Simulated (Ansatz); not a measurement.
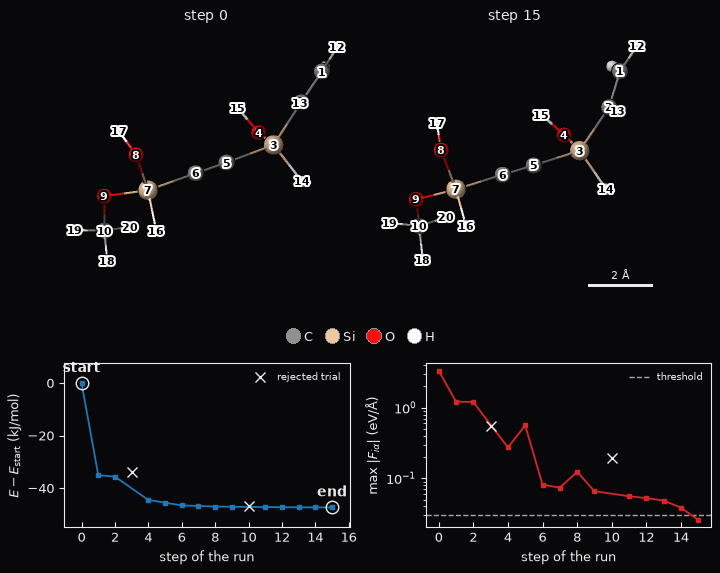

First and last geometry of a relaxation of C$_{5}$H$_{10}$O$_{3}$Si$_{2}$ (coarse preliminary run), with the history of the run. A ball-and-stick model, seen from a free direction.

The start comes from a force field.

Method: RKS PBE-D4/def2-SVP (Ansatz 0.2.0). (force threshold 0.03 eV/Å; at most 200 steps)

Question: Read the history and describe the run.

Answer: It converged. An H atom moves most after the best rigid fit: 0.64 Å. Largest moves by element: H 0.64 Å, C 0.32 Å, Si 0.20 Å, O 0.17 Å. Some distances before and after: C–H 1.028 → 1.104 Å, C–Si 1.812 → 1.874 Å, H–O 1.034 → 0.973 Å, C–H 1.083 → 1.114 Å. Among the angles between lasting bonds that change: Si–O–C 116.4° → 125.3°, C–C–H 115.2° → 122.4°, C–Si–O 113.5° → 107.3°. Groups turn about O–Si by about 30°. After 13 accepted moves (15 points after the start) the energy has fallen by 47.3 kJ/mol. The largest force component goes from 3.4 to 0.026 eV/Å. The line search rejected the trial steps at points 3, 10 of the run.

```csv
step,"E − E(0), kJ/mol","largest force component, eV/Å",note
0,0.00,3.3520,
1,-35.04,1.2190,
2,-35.60,1.2060,
3,-33.74,0.5468,rejected
4,-44.47,0.2745,
5,-45.51,0.5611,
6,-46.54,0.0813,
7,-46.76,0.0739,
8,-46.97,0.1240,
9,-47.07,0.0658,
10,-46.77,0.1923,rejected
11,-47.17,0.0558,
12,-47.23,0.0525,
13,-47.26,0.0485,
14,-47.28,0.0385,
15,-47.31,0.0259,
```
